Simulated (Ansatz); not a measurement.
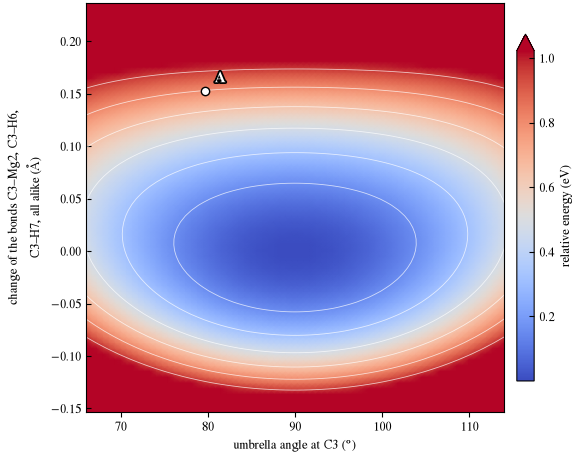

CH4BMg, SMILES [BH2][Mg][CH2-], charge −1. 
- Coordinates scanned: (1) umbrella angle at C3 (between each of its bonds and their common axis; 90 is planar); (2) change of the bonds C3–Mg2, C3–H6, C3–H7, all alike.
- Nothing is relaxed (all other coordinates rigid).
- The scan uses a 15 × 15 grid; 190 points were computed and 35 follow by symmetry.
- Points are written as (first, second).
- Energies: eV, counted from the relaxed molecule at the same level.
- The calculation used Ansatz, RHF/def2-TZVPD.

In the figure: a smooth colour map with a few white contour lines, one colour for all values above the top of the scale, the point A. Between grid points the surface is interpolated.

Question: Which way does the force act at A, and how strong is it?

Answer: A, at (79.7°, 0.153 Å), is not a stationary point. The computed force is 0.0057 eV for each degree towards larger values of the first coordinate and 8.4 eV for each Å towards smaller values of the second coordinate.
